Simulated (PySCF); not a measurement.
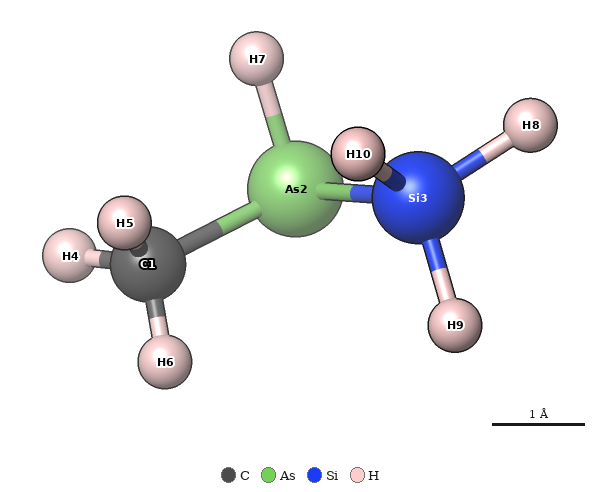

Figure 1. The structure (ball-and-stick view, seen at a tilt; atoms are numbered from 1 in the order of the input).

**Run report: CH7AsSi, excited-state calculation**

System: CH7AsSi.
Method: TDDFT PBE0/6-31G, vertical, gas phase, core orbitals frozen in the response (PySCF 2.14.0).

The geometry comes from this level: GFN2-xTB. It belongs to a series of runs on one base structure; here: PBE0/6-31G; 3 states; grid level 3; guess sap.

**Input file**
```
{"job": {"kind": "uv", "xc": "PBE0", "basis": "6-31G", "nstates": 3, "ntriplets": 2, "tda": false, "scf": {"guess": "sap"}, "grid": 3}, "charge": 0, "multiplicity": 1}
C      1.612021     0.185731     0.141487
As     0.282992    -1.275159     0.034887
Si    -1.608430     0.072528     0.120320
H      2.612142    -0.219352     0.297847
H      1.392025     0.886799     0.944735
H      1.618286     0.730389    -0.803128
H      0.254772    -1.531185     1.521490
H     -2.817978    -0.728820     0.330193
H     -1.762673     0.786597    -1.155186
H     -1.574274     1.097127     1.173591
```

The first line tells a small driver script what to run in PySCF; the rest is the geometry in Å.

Launched with:
```bash
OMP_NUM_THREADS=1 python <driver script> task.json out
```

**Log**
```
final grid: 122384 points
cycle   1  E = -2565.2692321289  dE =  3.221e-01  |g| = 1.970e+00  |ddm| = 4.975e+00
cycle   2  E = -2564.4339123294  dE =  8.353e-01  |g| = 2.794e+00  |ddm| = 5.015e+00
cycle   3  E = -2566.7836482288  dE = -2.350e+00  |g| = 2.429e-01  |ddm| = 2.939e+00
cycle   4  E = -2566.8003513485  dE = -1.670e-02  |g| = 8.834e-02  |ddm| = 4.193e-01
cycle   5  E = -2566.8027761426  dE = -2.425e-03  |g| = 1.729e-02  |ddm| = 1.350e-01
cycle   6  E = -2566.8028639330  dE = -8.779e-05  |g| = 4.784e-03  |ddm| = 3.545e-02
cycle   7  E = -2566.8028721732  dE = -8.240e-06  |g| = 1.348e-03  |ddm| = 1.168e-02
cycle   8  E = -2566.8028726438  dE = -4.706e-07  |g| = 2.090e-04  |ddm| = 2.159e-03
cycle   9  E = -2566.8028726586  dE = -1.482e-08  |g| = 5.556e-05  |ddm| = 4.627e-04
cycle  10  E = -2566.8028726597  dE = -1.110e-09  |g| = 5.297e-06  |ddm| = 9.494e-05
cycle  11  E = -2566.8028726597  dE =  4.547e-13  |g| = 1.131e-06  |ddm| = 1.306e-05
converged SCF energy = -2566.8028726597

Static polarisability (au): isotropic 61.389, principal 50.622 57.397 76.148

Singlet excitations
state   eV       nm        f      main configurations
  1   6.3536    195.1   0.12517   H->L 0.77, H->L+1 0.19
  2   6.6382    186.8   0.17857   H->L+1 0.76, H->L 0.16
  3   7.3785    168.0   0.02351   H->L+2 0.90

Triplet excitations (Tamm-Dancoff, eV): 5.2798 5.5809
```

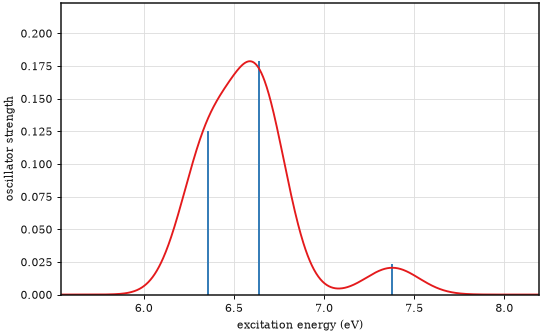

Figure 2. Computed excitations as sticks (degenerate states added up, dark ones marked on the axis), with a Gaussian envelope of 0.35 eV full width at half maximum, scaled to the tallest. Of the 3 states the lowest lies at 6.35 eV (f = 0.125); the strongest line is at 6.64 eV, or 187 nm (f = 0.179).

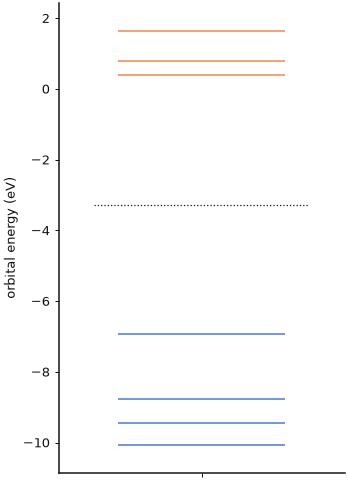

Figure 3. Orbital energies near the frontier; the dotted line parts filled from empty levels, and levels within 0.02 eV of each other stand side by side. Highest filled −6.94 eV, lowest empty 0.39 eV, 7.33 eV apart.

**Summary**

| quantity | value |
| --- | --- |
| outcome | converged |
| total energy | −2566.802873 hartree |
| HOMO | −6.94 eV |
| LUMO | 0.39 eV |
| dipole moment | 1.27 D |
| mean polarisability | 61.39 a.u. |
| lowest singlet excitation | 6.35 eV |
| hardware | 1 CPU thread, shared host |
| wall time | 4.6 s |
| peak memory | 0.43 GiB |

**Remarks**

Settings chosen away from the usual ones: PBE0/6-31G; 3 states; grid level 3; guess sap. Spin–orbit coupling is left out, which matters for the heavy atoms.
